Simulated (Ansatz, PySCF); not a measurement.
Potential energy curve for CH₄Si, SMILES C=[SiH2]. The C1–Si4 bond (C1 also carries H, H; Si4 carries H, H) is stretched with both fragments frozen at the PBE0/def2-TZVP optimised geometry.

```
6

C      0.0000     0.0000     0.0000
H     -0.0001    -0.9179    -0.5763
H      0.0000     0.9170    -0.5777
Si     0.0000     0.0000     1.6987
H     -0.0001    -1.2446     2.4963
H      0.0000     1.2441     2.4971
```

Methods: RMP2 = MP2 on RHF/cc-pVTZ, frozen core run with Ansatz (a quantum-chemistry and plane-wave program); UMP2 = MP2 on UHF/cc-pVTZ, frozen core in Ansatz; RCCSD(T) = CCSD(T) on RHF/cc-pVTZ, frozen core run with Ansatz; UKS-B3LYP/6-31G* = unrestricted B3LYP/6-31G*, spherical d in PySCF.

Energies are in eV, each relative to the lowest point of its own curve near equilibrium.

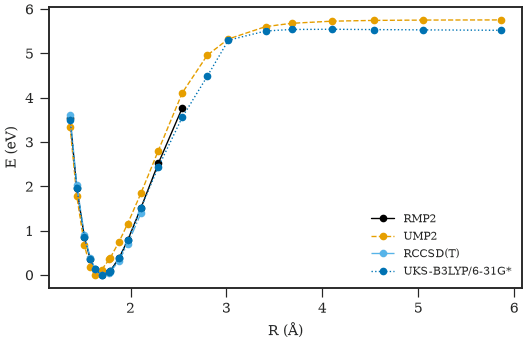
Fig. 1. Energy against bond length for each method.

```
R / Å   RMP2   UMP2  RCCSD(T)  UKS-B3LYP/6-31G*
-----  -----  -----  --------  ----------------
1.37   3.533  3.351     3.609             3.508
1.44   1.967  1.784     2.029             1.957
1.52   0.849  0.666     0.894             0.848
1.58   0.359  0.177     0.390             0.360
1.63   0.125  0.000     0.143             0.126
1.70   0.000  0.122     0.000             0.000
1.78   0.072  0.356     0.049             0.070
1.79   0.093  0.391     0.068             0.092
1.88   0.377  0.746     0.325             0.377
1.97   0.779  1.156     0.698             0.784
2.11   1.520  1.852     1.398             1.516
2.29   2.519  2.807         —             2.435
2.54   3.773  4.112         —             3.561
2.80       —  4.959         —             4.484
3.02       —  5.326         —             5.298
3.41       —  5.606         —             5.507
3.68       —  5.680         —             5.540
4.10       —  5.728         —             5.545
4.54       —  5.745         —             5.538
5.05       —  5.753         —             5.531
5.86       —  5.757         —             5.522
```

At the longest distance, 5.86 Å, UMP2 lies highest above its minimum (5.757 eV) and UKS-B3LYP/6-31G* lowest (5.522 eV).

A dash means that the run gave no value there, or that the column was ended at a point which the program doubted or which failed a test of continuity chosen for this set; such a test can also cut sound points.

The restricted form behind RMP2 keeps the bonding electrons paired and can't separate into open-shell fragments. The T1 diagnostic of CCSD on the restricted reference of RMP2, RCCSD(T) exceeds 0.045 at 2.80 Å. The unrestricted determinant behind UMP2 is spin-contaminated at 1.63 to 5.86 Å (<S²> up to 2.0, against 0.00 for a pure singlet). The unrestricted determinant behind UKS-B3LYP/6-31G* is spin-contaminated at 2.11 to 5.86 Å (<S²> up to 1.3, against 0.00 for a pure singlet).
